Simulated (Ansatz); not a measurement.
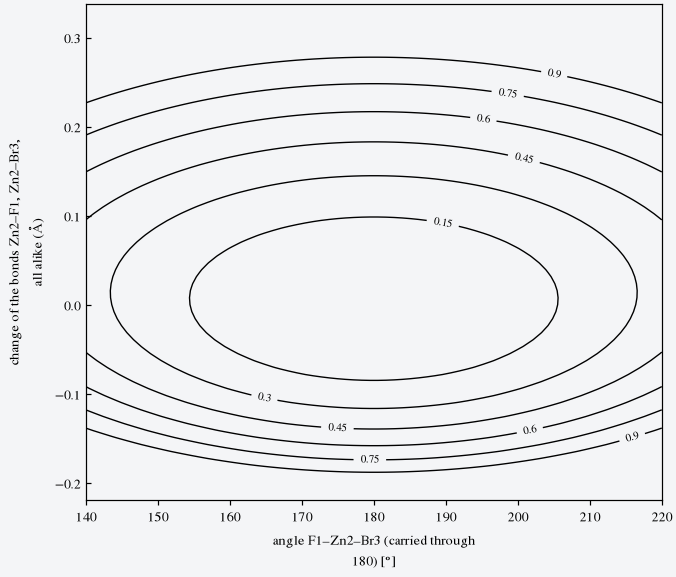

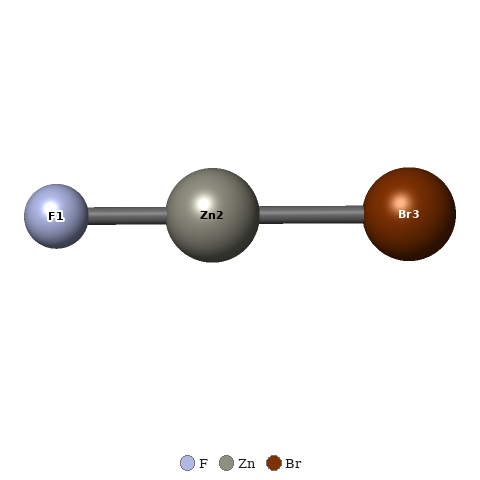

Energy landscape of BrFZn, SMILES [F][Zn][Br]. The first coordinate is: angle F1–Zn2–Br3 (carried through 180); the second: change of the bonds Zn2–F1, Zn2–Br3, all alike. Nothing is relaxed (all other coordinates rigid). The scan uses a 15 × 15 grid; 174 points were computed and 51 follow by symmetry. Points are written as (first, second). Energies are in eV, from the relaxed molecule at the same level. These are results of Ansatz 0.2.0, RKS PBE-D4/def2-TZVP, not measurements.

Drawn: contour lines labelled in eV (none above 0.9). Between grid points the surface is interpolated. The second picture is the structure at the lowest point.

**Summarise what can be read from the map.**

The lowest grid point is at (180.0°, 0.020 Å), 0.007 eV from the relaxed molecule at the same level. No other kind of well shows on this grid. The highest grid point, (220.0°, −0.219 Å), lies 1.83 eV above the lowest. Round the minimum the two coordinates are nearly uncoupled.

The values on the grid:

```csv
"second ↓, first →",140.0,145.7,151.4,157.1,162.9,168.6,174.3,180.0,185.7,191.4,197.1,202.9,208.6,214.3,220.0
0.338,1.44,1.38,1.33,1.29,1.26,1.24,1.22,1.22,1.22,1.24,1.26,1.29,1.33,1.38,1.44
0.298,1.23,1.17,1.12,1.08,1.04,1.02,1.01,1.00,1.01,1.02,1.04,1.08,1.12,1.17,1.23
0.258,1.04,0.98,0.92,0.88,0.84,0.82,0.80,0.80,0.80,0.82,0.84,0.88,0.92,0.98,1.04
0.219,0.86,0.80,0.74,0.69,0.66,0.63,0.61,0.61,0.61,0.63,0.66,0.69,0.74,0.80,0.86
0.179,0.70,0.63,0.57,0.52,0.48,0.45,0.44,0.43,0.44,0.45,0.48,0.52,0.57,0.63,0.70
0.139,0.57,0.49,0.43,0.37,0.33,0.30,0.28,0.28,0.28,0.30,0.33,0.37,0.43,0.49,0.57
0.099,0.46,0.38,0.31,0.25,0.21,0.18,0.16,0.15,0.16,0.18,0.21,0.25,0.31,0.38,0.46
0.060,0.39,0.30,0.23,0.17,0.12,0.09,0.07,0.06,0.07,0.09,0.12,0.17,0.23,0.30,0.39
0.020,0.36,0.27,0.19,0.12,0.07,0.04,0.01,0.01,0.01,0.04,0.07,0.12,0.19,0.27,0.36
−0.020,0.38,0.28,0.20,0.13,0.08,0.04,0.02,0.01,0.02,0.04,0.08,0.13,0.20,0.28,0.38
−0.060,0.47,0.37,0.28,0.21,0.15,0.11,0.08,0.07,0.08,0.11,0.15,0.21,0.28,0.37,0.47
−0.099,0.64,0.53,0.43,0.36,0.29,0.25,0.22,0.21,0.22,0.25,0.29,0.36,0.43,0.53,0.64
−0.139,0.91,0.79,0.69,0.60,0.54,0.49,0.46,0.45,0.46,0.49,0.54,0.60,0.69,0.79,0.91
−0.179,1.30,1.17,1.06,0.97,0.90,0.85,0.82,0.81,0.82,0.85,0.90,0.97,1.06,1.17,1.30
−0.219,1.83,1.70,1.58,1.48,1.41,1.35,1.32,1.31,1.32,1.35,1.41,1.48,1.58,1.70,1.83
```

Each point was launched as `ansatz run input.yaml --threads 1 --pin off --max-ram 2560MiB --backend cpu --events-out ev --progress --plain --runs-dir out`. Time for the 174 points that were run: 15 min on 1 thread of Arm Neoverse N1 (shared host).
